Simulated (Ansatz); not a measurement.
**C3H6BNO: density, localisation and related maps**

```xyz
12

C    -0.8276   -1.6190    0.8035
C    -0.3114   -0.3835    0.8925
C     0.0786    0.4172   -0.2609
N     0.5387   -0.2145   -1.3247
B     0.3050    1.9956   -0.0863
O     1.3253    1.8594    0.6704
H    -0.9805   -2.1203   -0.1574
H    -1.1602   -2.1542    1.6959
H    -0.2199    0.1180    1.8582
H     0.7411    0.2898   -2.1798
H     0.8607   -1.1782   -1.2720
H    -0.2725    2.9346   -0.6056
```

Method: RKS PBE0/def2-SVP in Ansatz.

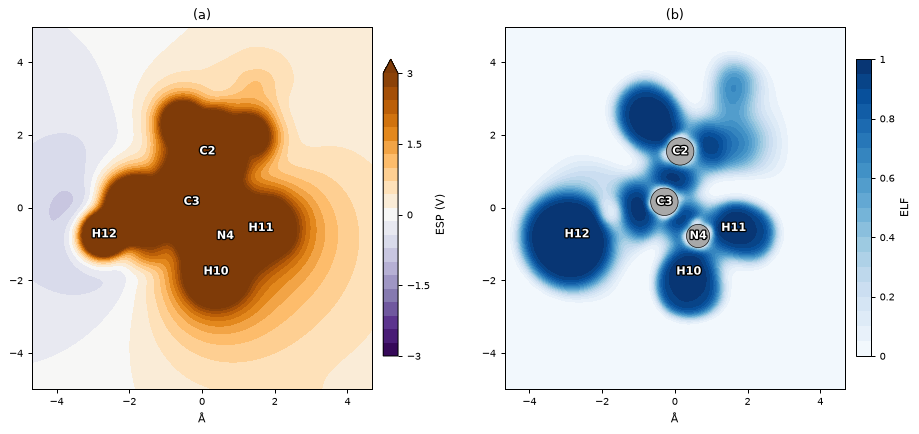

Figure 1. (a) electrostatic potential; (b) ELF on the plane of atoms C3, N4 and H10. Grey discs cover the atomic cores in the ELF map.

> Describe what can be read from this map.

The section cuts through C, N and H sites. C–N (1.32 Å): the ELF peaks at about 0.90 between the atoms, as expected for localised, covalent bonding. N–H (1.01 Å): the ELF climbs to about 1 towards the hydrogen, as it does in any bond to H (an ordinary covalent bond to hydrogen). C–C (1.46 Å): the ELF peaks at about 0.95 between the atoms: localised, covalent bonding. Outside the dense part of the molecule the potential is most negative (−0.8 V) near H12.

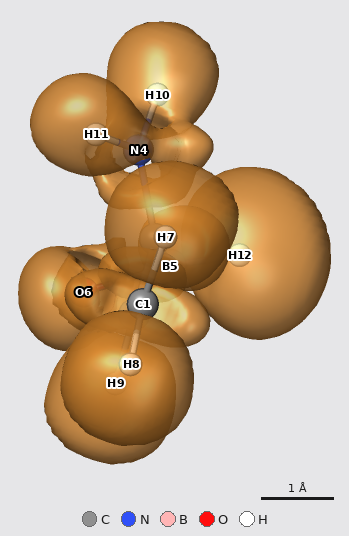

Figure 2. Isosurface of the electron localisation function at 0.8 (orange), seen at an oblique angle. Only the valence region is drawn (cores and ρ < 0.01 e/Å³ removed).

> What do the ELF domains correspond to?

The ELF exceeds this value in one region between bonded B–C atoms (shared pairs), two regions between bonded C–C atoms (shared pairs), four regions around hydrogen nuclei, one region on O in which the atom's valence shell and bonds are merged and one joined region spread over several atoms (H, N), in which their bonds and any lone pairs are merged. Profiles from the grid: B–O (1.28 Å): the ELF peaks at about 0.90 between the atoms: a polar covalent bond.

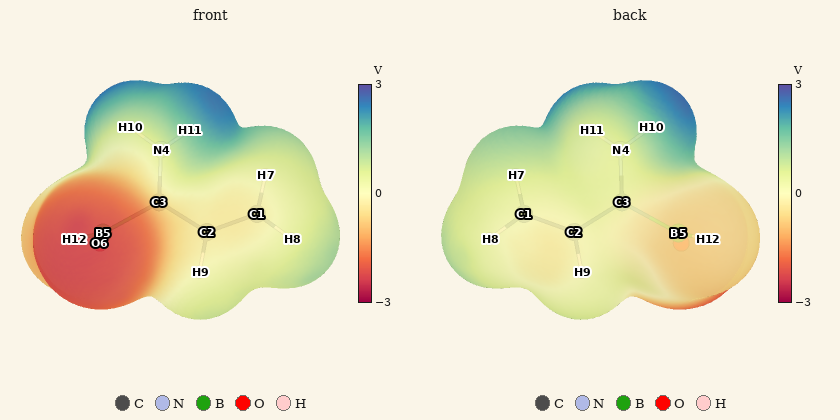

Figure 3. The molecular electrostatic potential painted on the density surface at 0.002 e/bohr³, seen from the front and from behind; red is negative and blue positive.

> Which sites attract a positive test charge, and which a negative one?

A positive charge is drawn to the negative regions and a negative charge to the positive ones. The most negative region (about −2.3 V) lies over O6, the most positive (about +2.6 V) over H10 and H11. O6 is the likeliest acceptor of a hydrogen bond.
